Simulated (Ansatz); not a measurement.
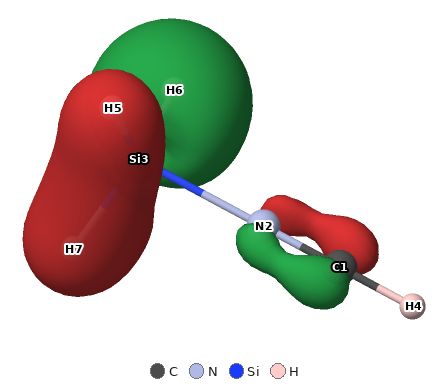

Figure. CH4NSi (charge +1). The HOMO at ±0.15 Å⁻³ᐟ² (green and red are the two phases), seen at an oblique angle.

Geometry: PBE0-D3(BJ)/def2-SVP.

Method: Ansatz 0.2.0, isolated molecule in a Gaussian basis; Kohn-Sham density functional theory, functional PBE0.

```csv
atom,x (Å),y (Å),z (Å)
C,-0.3998,0.5519,0.8372
N,-1.4844,0.1953,0.9350
Si,-3.2534,-0.3867,1.0946
H,0.6331,0.8916,0.7441
H,-3.4161,-0.4034,2.5634
H,-3.9710,0.6804,0.3664
H,-3.1812,-1.7032,0.4268
```

Describe this orbital and give its energy.

By Hirshfeld shares it lies mainly on Si3 (about 40 %), H6 (about 35 %), H5 (about 10 %) and H7 (about 10 %). It is one of a degenerate set, so its orientation is arbitrary. Its energy is −15.40 eV.
